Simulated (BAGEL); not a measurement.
# A workflow on singlet SiNH3ClO+

Aim: the energy (singlet SiNH3ClO+, HF/cc-pVDZ), then a single-point energy (doublet SiNH3ClO, NEVPT2(3,3)/cc-pVDZ), then a single-point energy (doublet SiNH3ClO, CASPT2(3,3)/cc-pVDZ) of ClH3NOSi. 

Program for the calculation: BAGEL 1.2.2.

## (1) The system as given

SiNH3ClO+ has 7 atoms, charge +1, and is taken as a singlet. As SMILES of the parent species, `[NH][SiH](O)Cl`. The shape is that of a PBE0-D4/def2-TZVP optimisation. This is one conformer, not always the lowest. That shape belongs to the parent species and isn't relaxed for this state.

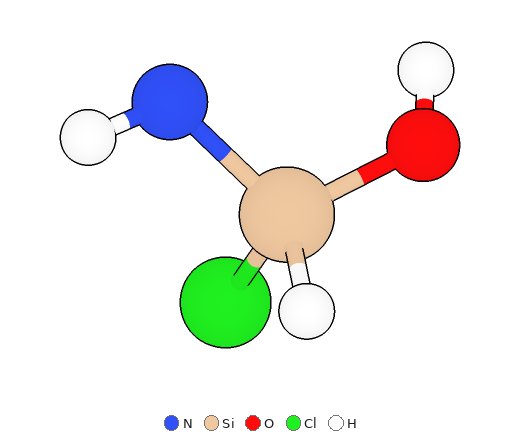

The structure, seen from a chosen angle (nitrogen blue, silicon light orange, oxygen red, chlorine green, hydrogen white).

## (2) A single-point energy at HF/cc-pVDZ (density fitting with svp-jkfit) (run 1)

Input file hf.json:

```json
{ "bagel": [

{
  "title": "molecule",
  "basis": "cc-pvdz.json",
  "df_basis": "svp-jkfit",
  "geometry": [
    { "atom": "N", "xyz": [    -0.58564313,     2.10043815,    -1.66122044 ] },
    { "atom": "Si", "xyz": [    -0.13966777,    -0.21598814,     0.62440331 ] },
    { "atom": "O", "xyz": [     2.76956560,    -1.19108682,     0.57602632 ] },
    { "atom": "Cl", "xyz": [    -2.62673632,    -3.01202691,    -0.41759168 ] },
    { "atom": "H", "xyz": [    -2.17603664,     3.16964519,    -1.42916207 ] },
    { "atom": "H", "xyz": [    -0.65877553,     0.52950882,     3.25924844 ] },
    { "atom": "H", "xyz": [     3.53303196,    -1.50875734,    -1.03783759 ] }
  ]
},

{ "title": "hf", "charge": 1 },

{ "title": "print", "file": "orbitals.molden", "orbitals": true }

]}
```

The basis set cc-pVDZ is read from a file made from the Basis Set Exchange's data (not shown).

Run with:

```console
BAGEL_NUM_THREADS=1 BAGEL hf.json > hf.out
```

Log:

```text
* using 1 threads per process

  ===============================================================
  ===============================================================

  *** Geometry ***

[... 20 lines left out ...]
  === Nuclear Repulsion ===
   216.9329259332

      * DIIS with orbital gradients will be used.

  === RHF iteration (cc-pvdz.json) ===
      0       -878.93799371          0.01567433           0.09
      1       -879.07057096          0.01133543           0.07
      2       -879.14584075          0.00187177           0.09
[... 26 lines of this table left out ...]
     29       -879.15283370          0.00000001           0.09
    * SCF iteration converged.

    * Permanent dipole moment:
           (    0.334621,    -2.287256,     0.764510) a.u.

    * METHOD: HF                                   3.08

    * METHOD: PRINT                                0.03

  ===============================================================
```

Wall time 3.9 s (1 thread of Intel Xeon Platinum 8259CL at 2.50GHz (Skylake/Cascade Lake), shared host); peak memory 0.15 GiB.

## (3) Doublet neutral SiNH3ClO: a single-point energy at NEVPT2(3,3)/cc-pVDZ (density fitting with svp-jkfit) (run 2)

Input file nevpt2.json:

```json
{ "bagel" : [

{
  "title" : "molecule",
  "basis" : "cc-pvdz.json",
  "df_basis" : "svp-jkfit",
  "geometry" : [
    { "atom" : "N", "xyz" : [ -0.58564313,  2.10043815, -1.66122044 ] },
    { "atom" : "Si", "xyz" : [ -0.13966777, -0.21598814,  0.62440331 ] },
    { "atom" : "O", "xyz" : [  2.76956560, -1.19108682,  0.57602632 ] },
    { "atom" : "Cl", "xyz" : [ -2.62673632, -3.01202691, -0.41759168 ] },
    { "atom" : "H", "xyz" : [ -2.17603664,  3.16964519, -1.42916207 ] },
    { "atom" : "H", "xyz" : [ -0.65877553,  0.52950882,  3.25924844 ] },
    { "atom" : "H", "xyz" : [  3.53303196, -1.50875734, -1.03783759 ] }
  ]
},
{ "title" : "hf", "charge" : 1 },
{ "title" : "casscf", "nstate" : 1, "nact" : 3, "nclosed" : 23, "nspin" : 1, "active" : [13, 25, 31], "maxiter" : 200, "natocc" : "true" },
{
  "title" : "nevpt2",
  "nstate" : 1,
  "nact" : 3,
  "nclosed" : 23,
  "nspin" : 1,
  "active" : [13, 25, 31],
  "maxiter" : 200,
  "natocc" : "true",
  "ncore" : 12
},
{ "title" : "print", "file" : "orbitals.molden", "orbitals" : "true" }

]}
```

The basis set cc-pVDZ is read from a file made from the Basis Set Exchange's data (not shown).

Run with:

```console
BAGEL_NUM_THREADS=1 BAGEL nevpt2.json > nevpt2.out
```

Log:

```text
* using 1 threads per process

  ===============================================================
  ===============================================================

  *** Geometry ***

[... 31 lines left out ...]
    * SCF iteration converged.
[... 1 line left out ...]
    * Permanent dipole moment:
[... 28 lines left out ...]
    * Second-order optimization converged. *
[... 13 lines left out ...]
     * ci vector, state   0, <S^2> = 0.7500
[... 3 lines left out ...]
    * METHOD: CASSCF                              11.45

    * freezing 12 orbitals

  === DF-NEVPT2 calculation ===

    * 3-index integral transformation done
    * assembly done

      NEVPT2 correlation energy:   -0.5286436947      0.28

          (+0)     -0.3949758958
          (+0)'    -0.0434977350
          (+1)     -0.0141539778
          (+1)'    -0.0000451565
          (+2)     -0.0004195883
          (-1)     -0.0684830202
          (-1)'    -0.0000434689
          (-2)     -0.0070248522

      NEVPT2 total energy:       -880.1180159144

    * METHOD: NEVPT2                               0.47

    * METHOD: PRINT                                0.03

  ===============================================================
```

It took 16 s on 1 thread of Intel Xeon Platinum 8259CL at 2.50GHz (Skylake/Cascade Lake), shared host; peak memory 0.15 GiB.

## (4) Doublet neutral SiNH3ClO: a single-point energy at CASPT2(3,3)/cc-pVDZ (density fitting with svp-jkfit) (run 3)

Input file caspt2.json:

```json
{ "bagel" : [

{
  "title" : "molecule",
  "basis" : "cc-pvdz.json",
  "df_basis" : "svp-jkfit",
  "angstrom" : false,
  "geometry" : [
    { "atom" : "N", "xyz" : [ -0.58564313,  2.10043815, -1.66122044 ] },
    { "atom" : "Si", "xyz" : [ -0.13966777, -0.21598814,  0.62440331 ] },
    { "atom" : "O", "xyz" : [  2.76956560, -1.19108682,  0.57602632 ] },
    { "atom" : "Cl", "xyz" : [ -2.62673632, -3.01202691, -0.41759168 ] },
    { "atom" : "H", "xyz" : [ -2.17603664,  3.16964519, -1.42916207 ] },
    { "atom" : "H", "xyz" : [ -0.65877553,  0.52950882,  3.25924844 ] },
    { "atom" : "H", "xyz" : [  3.53303196, -1.50875734, -1.03783759 ] }
  ]
},
{ "title" : "hf", "charge" : 1 },
{ "title" : "casscf", "nstate" : 1, "nact" : 3, "nclosed" : 23, "nspin" : 1, "active" : [13, 25, 31], "maxiter" : 200, "natocc" : true },
{ "title" : "print", "file" : "orbitals.molden", "orbitals" : true },
{ "title" : "smith", "method" : "caspt2", "ms" : true, "xms" : true, "sssr" : true, "shift" : 0.2, "shift_imag" : true, "ncore" : 12 }

]}
```

The basis set cc-pVDZ is read from a file made from the Basis Set Exchange's data (not shown).

Run with:

```console
BAGEL_NUM_THREADS=1 BAGEL caspt2.json > caspt2.out
```

Log:

```text
* using 1 threads per process

  ===============================================================
  ===============================================================

  *** Geometry ***

[... 33 lines left out ...]
    * Permanent dipole moment:
[... 42 lines left out ...]
     * ci vector, state   0, <S^2> = 0.7500
[... 21 lines left out ...]
       #      aibj      arbs      arbi      airj      risj      airs      arst      rist         Etot      error   time
[... 10 lines left out ...]
      ------------------------------------------------------------------------------------------------------------------

    * CASPT2 energy : state  0     -880.1242075330
        w/o shift correction       -880.1216242608
        reference weight              0.8526952284

    * METHOD: SMITH                                1.30

  ===============================================================
```

It took 16 s on 1 thread of Intel Xeon Platinum 8259CL at 2.50GHz (Skylake/Cascade Lake), shared host; peak memory 0.17 GiB.

## (5) What came out

| quantity | value |
| --- | --- |
| run 1, HF/cc-pVDZ: total energy | -879.15283 Eh |
| run 1, HF/cc-pVDZ: HOMO energy | -18.24 eV |
| run 1, HF/cc-pVDZ: LUMO energy | -9.21 eV |
| run 1, HF/cc-pVDZ: HOMO–LUMO gap | 9.04 eV |
| doublet neutral SiNH3ClO, run 2: total energy | -880.11802 Eh |
| doublet neutral SiNH3ClO, run 3: total energy | -880.12421 Eh |
